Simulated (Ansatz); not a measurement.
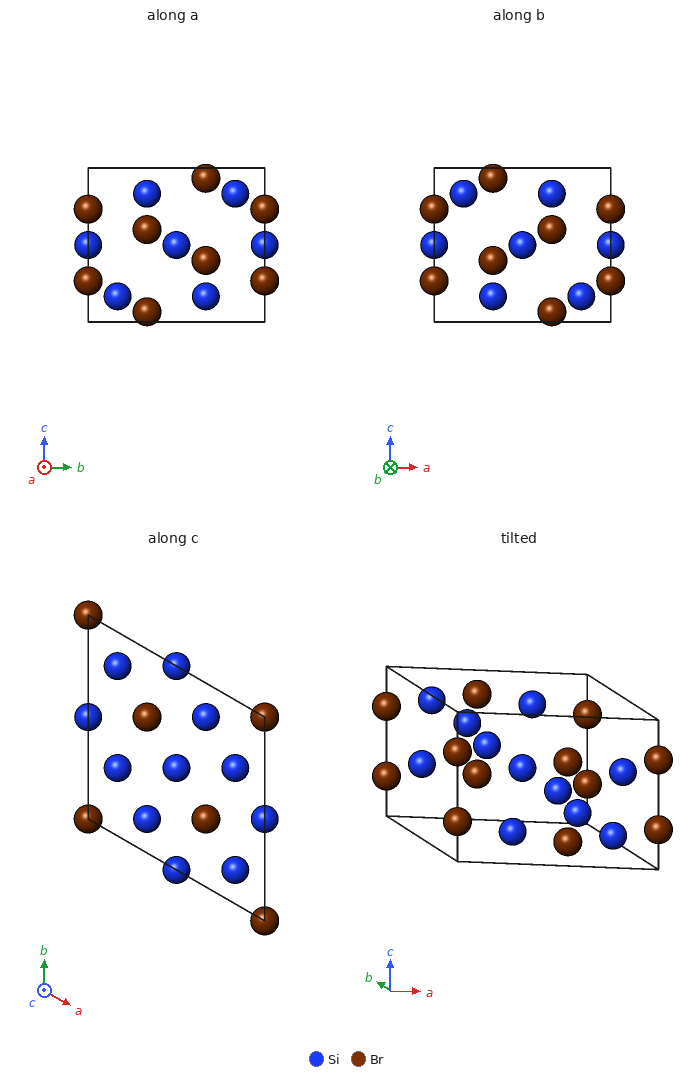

This spheres-only model is shown along the a axis, along the b axis, along the c axis and slightly off an axis. One conventional unit cell is framed, with atoms on its boundary repeated.

Lattice parameters: a = 8.4835 Å, b = 8.4835 Å, c = 6.4077 Å, α = 90.000°, β = 90.000°, γ = 120.000°.

Q: Record the structure as a CIF in P1 with every atom of the cell, with free fractional coordinates to two decimals.

A:
```cif
data_structure
_symmetry_space_group_name_H-M 'P 1'
_symmetry_Int_Tables_number 1
_cell_length_a 8.4835
_cell_length_b 8.4835
_cell_length_c 6.4077
_cell_angle_alpha 90.000
_cell_angle_beta 90.000
_cell_angle_gamma 120.000
_cell_volume 399.37
loop_
_atom_site_label
_atom_site_type_symbol
_atom_site_fract_x
_atom_site_fract_y
_atom_site_fract_z
_atom_site_occupancy
Si1 Si 0.8333 0.1667 0.1667 1
Si2 Si 0.3333 0.1667 0.1667 1
Si3 Si 0.8333 0.6667 0.1667 1
Br1 Br 0.00 0.00 0.73 1
Br2 Br 0.00 0.00 0.27 1
Si4 Si 0.50 0.50 0.50 1
Si5 Si 0.00 0.50 0.50 1
Si6 Si 0.50 0.00 0.50 1
Br3 Br 0.6667 0.3333 0.07 1
Br4 Br 0.6667 0.3333 0.60 1
Si7 Si 0.1667 0.8333 0.8333 1
Si8 Si 0.6667 0.8333 0.8333 1
Si9 Si 0.1667 0.3333 0.8333 1
Br5 Br 0.3333 0.6667 0.40 1
Br6 Br 0.3333 0.6667 0.93 1
```

The structure was taken from a structure type filled with these elements by a generator (whether the compound takes this form wasn't checked). The structure drawn was relaxed with DFT PBE, scalar-relativistic, plane waves, PAW (Ansatz).
